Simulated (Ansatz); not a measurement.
BH5S2Si (SMILES [SiH3]B(S)S)

Input

```
crystal:
  periodic: [false, false, false]
  atoms:
    - { symbol: Si, position_ang: [0.3804, 0.9609, -0.797] }
    - { symbol: B, position_ang: [-0.164, -0.465, 0.3573] }
    - { symbol: S, position_ang: [-0.7339, -2.1057, -0.3897] }
    - { symbol: S, position_ang: [-0.0233, -0.2289, 2.2211] }
    - { symbol: H, position_ang: [0.2021, 0.5764, -2.2287] }
    - { symbol: H, position_ang: [-0.5565, 2.165, -0.554] }
    - { symbol: H, position_ang: [1.751, 1.3971, -0.5367] }
    - { symbol: H, position_ang: [0.6589, -2.5738, -0.3962] }
    - { symbol: H, position_ang: [-1.4261, 0.2276, 2.3068] }
basis:
  gaussian: { orbitals: def2-SVP }
hamiltonian:
  xc: pbe
relax:
  f_tol: 0.015
  max_steps: 40
output:
  orbitals: {}
```

Run with:

```sh
ansatz run input.yaml --threads 2 --pin off --max-ram 3072MiB --backend cpu --events-out ev --progress --plain --runs-dir out
```

The fields are those of the relaxed geometry.

Computed with Ansatz 0.2.0, RKS PBE/def2-SVP.

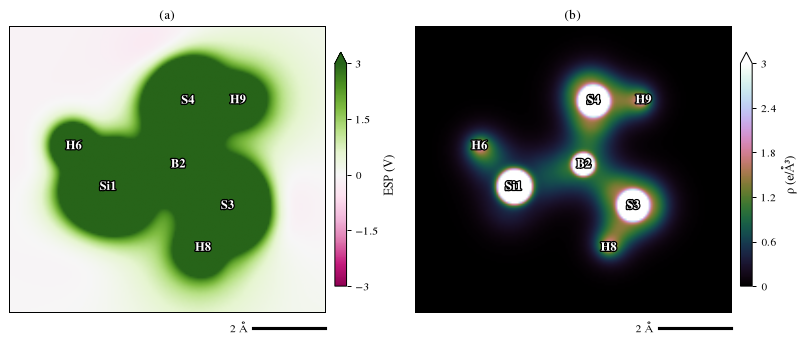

Figure 1. (a) molecular electrostatic potential; (b) electron density on the plane of atoms B2, S4 and H9.

Interpret the plot.

Atoms in the plane: Si, B, S and H.
B–S (1.80 Å): ρ at the midpoint is about 1.2 e/Å³.
Si–B (2.03 Å): ρ at the midpoint is about 0.76 e/Å³.
S–H (1.36 Å): ρ at the midpoint is about 1.4 e/Å³.
Si–H (1.51 Å): the density is about 0.73 e/Å³ at the midpoint.
Outside the dense part of the molecule the potential is most negative (−0.3 V) near S4.

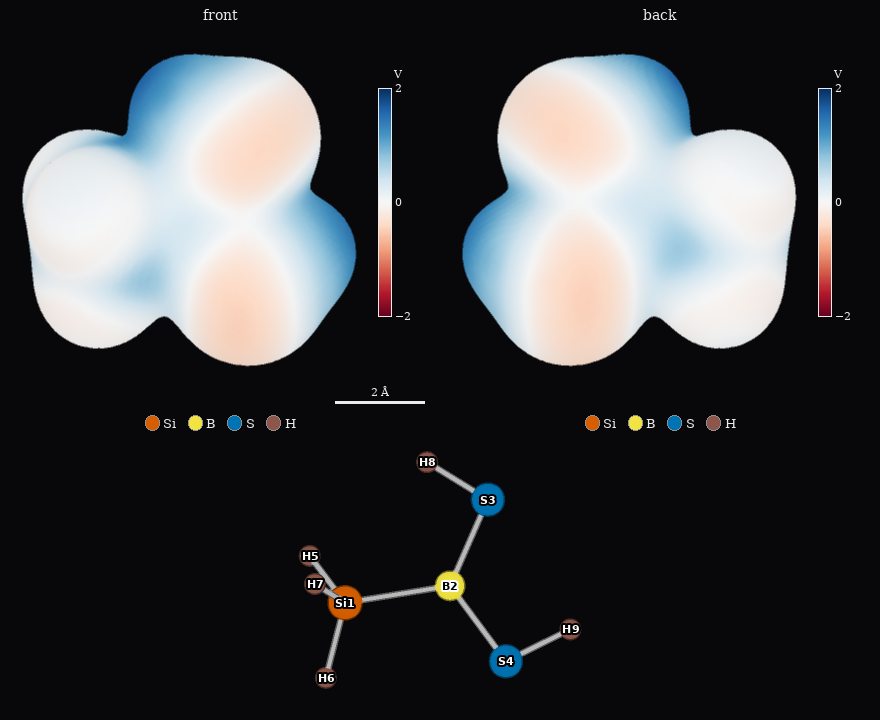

Figure 2. The electrostatic potential painted on the density surface at 0.002 e/bohr³, seen from the front and from behind; red is negative and blue positive. The bare structure is drawn below in the same view.

Which sites attract a positive test charge, and which a negative one?

A positive charge is drawn to the negative regions and a negative charge to the positive ones. The most negative region (about −0.5 V) lies over S3 and S4, the most positive (about +1.5 V) over H8.

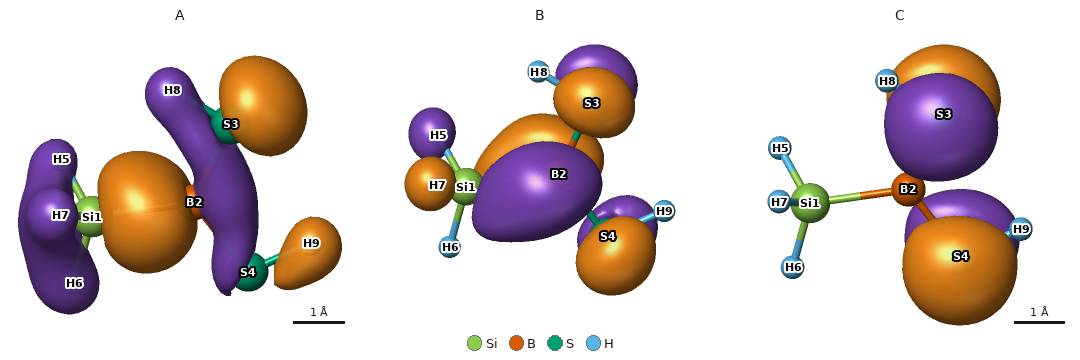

Figure 3. Three frontier orbitals at ±0.1 Å⁻³ᐟ² (orange and purple are the two phases), in no order.

Which picture is the HOMO−1, the HOMO and the LUMO?

A is the HOMO−1 (−7.07 eV). It lies mainly on Si1 (about 30 %), B2 (about 25 %), S3 (about 25 %) and S4 (about 5 %). C is the HOMO (−6.38 eV). By Hirshfeld shares it lies mainly on S3 (about 45 %) and S4 (about 45 %); largely a combination of lone pairs on S3 and S4. B is the LUMO (−2.13 eV). By Hirshfeld shares it lies mainly on B2 (about 40 %), S4 (about 20 %), S3 (about 15 %) and Si1 (about 15 %).

What is the HOMO–LUMO gap?

4.25 eV between the orbital energies.
